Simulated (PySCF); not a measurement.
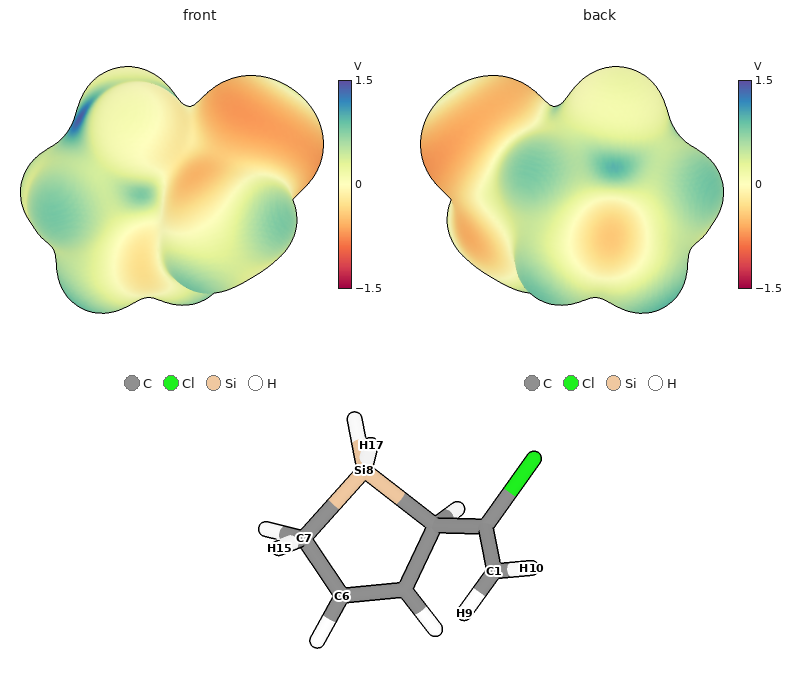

Figure 1: C6H9ClSi (SMILES C=C(Cl)[C@H]1C=CC[SiH2]1). The electrostatic potential painted on the density surface at 0.002 e/bohr³, seen from the front and from behind; the colour scale runs from red (negative) to blue (positive). The bare structure is drawn below in the same view.

Geometry: GFN2-xTB.

All numbers below come from wB97X-D/def2-SVPD, SCF density, gas phase (PySCF 2.14.0).

```xyz
17

C     2.1151   -0.1033    1.2433
C     1.7833   -0.3510   -0.0120
Cl    2.9960   -0.2519   -1.2581
C     0.4278   -0.6553   -0.5363
C    -0.5316   -1.0733    0.5416
C    -1.6399   -0.3765    0.7193
C    -1.9014    0.8154   -0.1525
Si   -0.4037    0.8937   -1.3318
H     1.3711   -0.1438    2.0188
H     3.1214    0.1371    1.5351
H     0.5219   -1.4630   -1.2687
H    -0.2844   -1.9428    1.1330
H    -2.3735   -0.6356    1.4697
H    -2.8515    0.6915   -0.6746
H    -2.0101    1.7092    0.4640
H    -0.7497    0.6596   -2.7351
H     0.4024    2.1021   -1.1657
```

### Describe the electrostatic potential map.

The most negative region (about −0.7 V) lies over Cl3, the most positive (about +1.2 V) over Si8. Cl3 shows a σ-hole: about +0.2 V at the tip opposite its bond, against about −0.5 V on its flanks.
